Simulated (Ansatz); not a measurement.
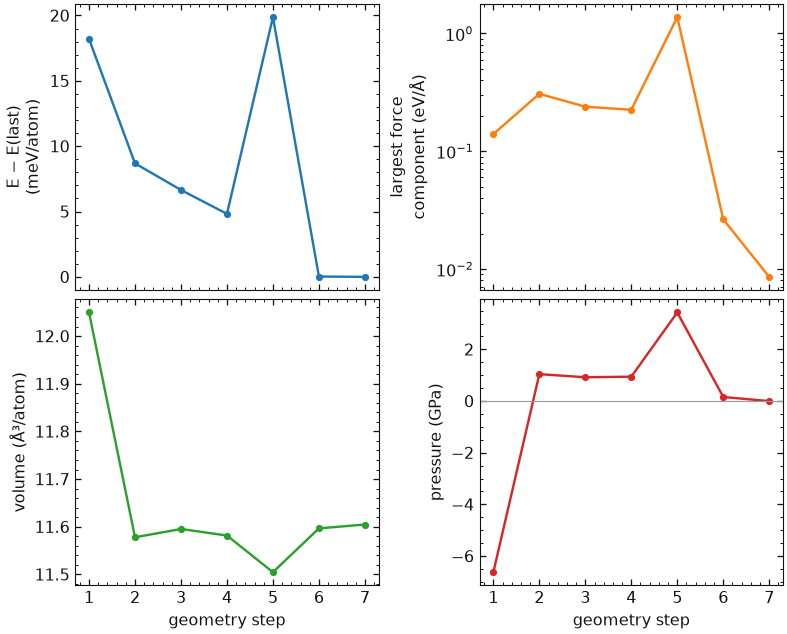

History of a geometry optimisation. Atoms and cell relax. A closing SCF on a freshly chosen basis isn't drawn.

```
crystal:
  lattice:
    - [3.800411, 0.0, 0.0]
    - [0.0, 3.800411, 0.0]
    - [0.0, 0.0, 5.005673]
  atoms:
    - { symbol: Ce, position: [0.0, 0.0, 0.0] }
    - { symbol: B, position: [0.5, 0.5, 0.224] }
    - { symbol: B, position: [0.5, 0.5, 0.776] }
    - { symbol: Cr, position: [0.0, 0.5, 0.5] }
    - { symbol: Cr, position: [0.5, 0.0, 0.5] }
    - { symbol: C, position: [0.0, 0.0, 0.5] }
  symmetry: { tolerance: 0.0003 }
kpoints:
  mp_grid: { grid: [8, 8, 6], shift: [0, 0, 0] }
magnetization:
  spin_polarized: false
scf:
  occupations: { method: fermi_dirac }
  convergence: { dr2_threshold: 0.0001 }
hamiltonian:
  pseudopotentials: { kind: paw }
  xc: r2scan
basis:
  ecutwfc: 500
output:
  forces: true
  stress: true
  eigenvalues: true
relax:
  max_steps: 40
  cell: {}
```

Run as:
```bash
ansatz run input.yaml --threads 1 --pin off --max-ram 2560MiB --backend cpu --events-out ev --progress --plain --runs-dir out
```

> How did it end, and what did it gain?

The optimisation met its thresholds at geometry 7, counting the start as the first. The energy fell by about 18 meV/atom from the first step to the last. Step 5 went uphill and was rejected by the line search. The largest force component goes from about 0.14 eV/Å at the start to 9 × 10⁻³ eV/Å at the end, with a peak of 1.4 eV/Å at step 5.

> What happens to the cell?

The volume shrinks from 12.05 to 11.60 Å³ per atom (−3.7 %), overshooting to 11.50 at step 5, as the pressure goes from −6.6 GPa to about 0 GPa. The start was expanded.

> By which step was nine tenths of the energy gained?

By step 6 of 7.

> Is anything amiss with this input?

Its settings were drawn outside the usual range, so the numbers aren't converged properties of the system.
